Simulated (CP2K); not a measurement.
Consider vinylallene at its PBE geometry (Å).

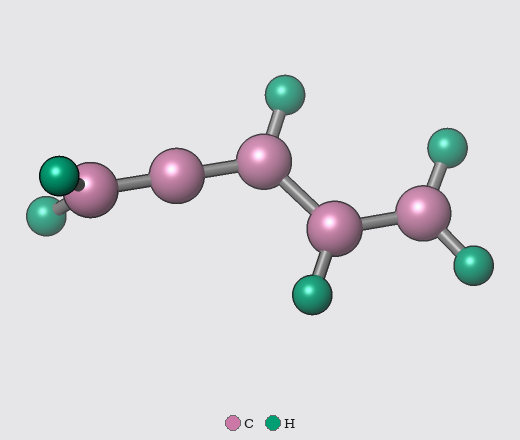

The molecule (carbon pink, hydrogen teal).

```xyz
11

C     1.9724    1.4752    0.7986
C     0.9406    0.6826    0.6638
C    -0.1033   -0.1157    0.5275
C    -0.6916   -0.4931   -0.7520
C    -1.7587   -1.3025   -0.8784
H     2.9931    1.0847    0.8159
H     1.8515    2.5567    0.8994
H    -0.5668   -0.5236    1.4324
H    -0.2178   -0.0779   -1.6444
H    -2.2548   -1.7312   -0.0060
H    -2.1645   -1.5551   -1.8567
```

Method: CP2K XAS_TDP, all-electron GAPW, PBEh(45%), aug-cc-pVDZ, TDA, GW2X-corrected core level, no relativity.

Where do the C K-edge lines lie, and how strong are they?

Leading lines: C1 287.68 eV, C2 287.00 eV, C3 287.64 eV, C4 287.18 eV and C5 286.61 eV. The leading line of an atom is its first one with 35 % of the strongest within 2.5 eV of its lowest line over the strength cut. Core ionisation energies at this level: C3 292.33, C4 292.28, C5 291.80, C1 292.32 and C2 292.31 eV.

The first six lines of each atom with a strength over 0.0015:

```csv
atom,energy (eV),states,"strength, one atom",above the computed threshold
C1 (bonded to C and 2 H),287.68,1,0.0462,
,289.21,1,0.0020,
,290.36,1,0.0033,
,291.28,1,0.0145,
,291.56,1,0.0033,
,291.60,1,0.0031,
C2 (bonded to 2 C),287.00,1,0.0534,
,287.22,1,0.0562,
,293.01,1,0.0018,yes
,294.10,1,0.0018,yes
,294.71,1,0.0022,yes
,294.81,2,0.0038,yes
C3 (bonded to 2 C and H),287.64,1,0.0382,
,289.59,1,0.0038,
,290.50,1,0.0128,
,290.79,1,0.0037,
,291.24,1,0.0049,
,291.87,1,0.0019,
C4 (bonded to 2 C and H),287.18,1,0.0467,
,290.54,1,0.0087,
,290.56,1,0.0091,
,290.73,1,0.0093,
,292.11,1,0.0027,
,292.51,1,0.0044,yes
C5 (bonded to C and 2 H),286.61,1,0.0476,
,289.95,1,0.0064,
,290.29,1,0.0152,
,291.16,1,0.0020,
,291.61,1,0.0051,
,291.68,1,0.0032,
```

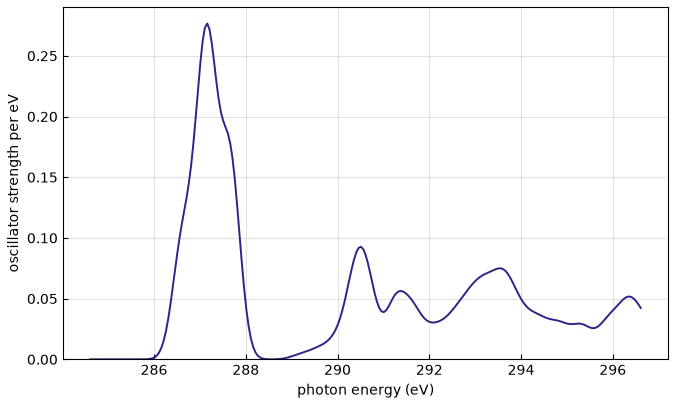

All atoms added, broadened by 0.5 eV.

Lines are vertical, at one geometry, with no vibrational structure. GW2X ionisation energies and lines can be off by 1 to 2 eV either way, and a good line position may hide errors that cancel. These values hold no scalar relativity, about 0.1 eV for C 1s. Rydberg lines, and the discretised continuum above threshold, depend on the basis and the box.

[Banner, clock and machine lines of the logs are left out without a mark of their own.]

[Logs are printed without paths, hosts, clocks, repeated set-up lines and the standing remarks that a program may print on its own settings, such as how far it seeks lower states.]

[Hosts, paths, dates, database ids (printed as entryN), source tags and the programs' standing remarks are cut or masked in the printed files.]
